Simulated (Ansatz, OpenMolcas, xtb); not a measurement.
# Redistribution: CBr2ClF + CH3Cl → CHBrClF + CH2BrCl

Species: CBr2ClF (dibromochlorofluoromethane) `FC(Cl)(Br)Br`, singlet; CH3Cl `CCl`, singlet; CHBrClF (bromochlorofluoromethane) `FC(Cl)Br`, singlet; CH2BrCl `ClCBr`, singlet. The partners trade Br for H; both sit on C, so the bond types are kept.

Shapes, held fixed at every level: PBE0-D4/def2-TZVP. Programs: Ansatz 0.2.0, OpenMolcas 26.06, xtb 6.7.1. The zero-point and thermal change to 298 K, harmonic and unscaled (PBE0-D4/def2-TZVP), is +3.5 kJ/mol.

**The experiment to reproduce.** Tabulated heats of formation (Active Thermochemical Tables): CBr2ClF -187.4; CH3Cl -82.6; CHBrClF -231.8; CH2BrCl -44.7 kJ/mol, which give ΔH(298 K) = -6.5 kJ/mol.

```json
{"level": "GFN0-xTB", "kind": "semi-empirical", "ΔH (kJ/mol)": "+6.1", "computed − measured": "+12.6"}
{"level": "r2SCAN-D4/def2-TZVPP", "kind": "meta-GGA", "ΔH (kJ/mol)": "-11.8", "computed − measured": "-5.4"}
{"level": "B3LYP/6-31G* (Cartesian functions)", "kind": "global hybrid", "ΔH (kJ/mol)": "-15.5", "computed − measured": "-9.0"}
{"level": "B3LYP-D4/def2-TZVPP", "kind": "global hybrid", "ΔH (kJ/mol)": "-14.5", "computed − measured": "-8.0"}
{"level": "wB97X-V/def2-TZVPP", "kind": "range-separated hybrid", "ΔH (kJ/mol)": "-14.7", "computed − measured": "-8.2"}
{"level": "B2PLYP/def2-TZVPP", "kind": "double hybrid", "ΔH (kJ/mol)": "-16.8", "computed − measured": "-10.3"}
{"level": "MP2/def2-TZVPP", "kind": "perturbation theory", "ΔH (kJ/mol)": "-11.6", "computed − measured": "-5.1"}
{"level": "CCSD/def2-TZVPP", "kind": "coupled cluster or CI", "ΔH (kJ/mol)": "-19.3", "computed − measured": "-12.8"}
{"level": "CCSD(T)/def2-TZVPP", "kind": "coupled cluster or CI", "ΔH (kJ/mol)": "-16.2", "computed − measured": "-9.7"}
```

Nearest: MP2/def2-TZVPP (-5.1); farthest: CCSD/def2-TZVPP (-12.8). 6 of 9 levels lie within 10 kJ/mol. Relativity is left out for Br unless named. Correlated rows may include outer-core shells of Br, which these sets cover unevenly.

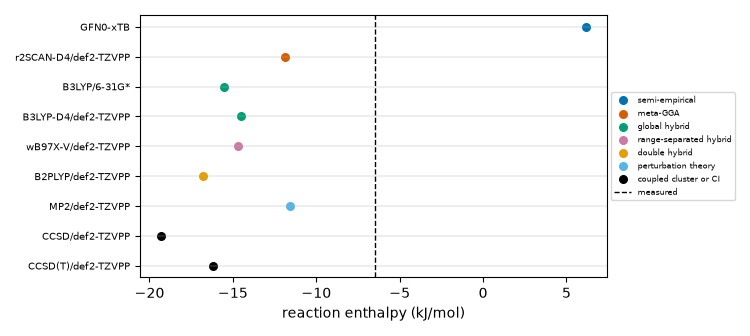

The values of the table, level by level.
